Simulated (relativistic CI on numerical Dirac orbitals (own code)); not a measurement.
```
atom Sc  Z=21  charge=3  electrons=18
nucleus A=45  rms_radius_fm=3.5459
hamiltonian dirac-coulomb  breit=on  qed=on  c_scale=1
orbitals kli  potential=per-configuration
slater_scale 0.9
correlation none
mixing on
configurations
  [Ne] 3s2 3p6
  [He] 2s2 2p5 3s2 3p6 3d
end
absorption L2,3 T=300 lorentz=0.4 gauss=0.3
crystal_field Td 10Dq=-13350
```

Multiplet model: relativistic Dirac–Coulomb–Breit theory, one configuration a step, Slater integrals scaled by 0.9, 300 K, Voigt broadening (Lorentzian 0.4 eV, Gaussian 0.3 eV full widths), computed with a radial Dirac CI code.

The L₂,₃ X-ray absorption spectrum that results, with the strongest transitions as sticks:

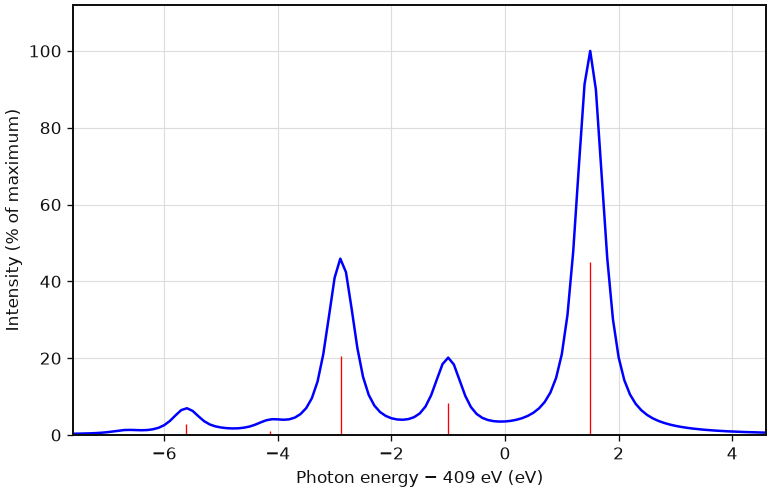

The main maxima lie at 406.1 eV (46), 408.0 eV (20) and 410.5 eV (100), heights in % of the largest; the centroid is at 408.7 eV. The lower edge holds 0.42 of the intensity (branching ratio, edges parted at 409 eV), and the core spin-orbit splitting of the orbitals is 4.88 eV. The ground state has S = 0.00.

Caveat: free-ion energies, so absolute edge positions are off by a few eV from solids.
